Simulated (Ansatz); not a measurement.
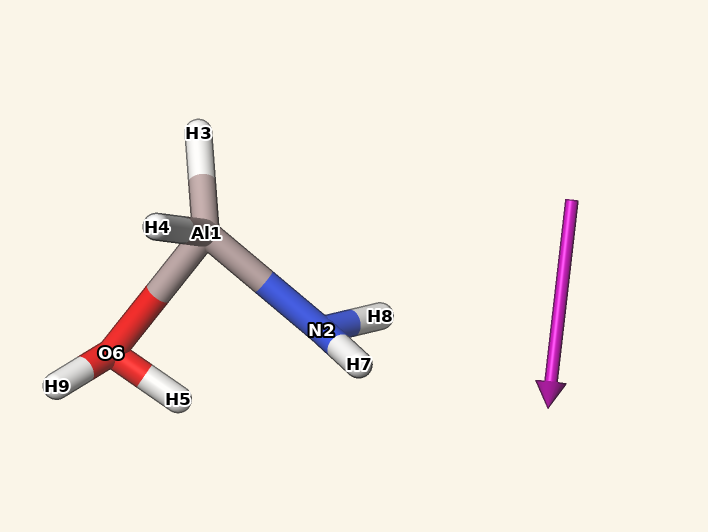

The arrow beside the molecule shows the direction of the dipole moment, from the negative to the positive end (its length means nothing). The geometry was computed by an optimisation with PBE0-D4/def2-TZVP. Level of theory: RKS PBE0-D4/def2-TZVP (Ansatz 0.2.0).

Q: How large is the dipole moment?

A: 3.10 D; it points from the side of H3 to the side of H5, H9 (the outermost atoms at the two ends).
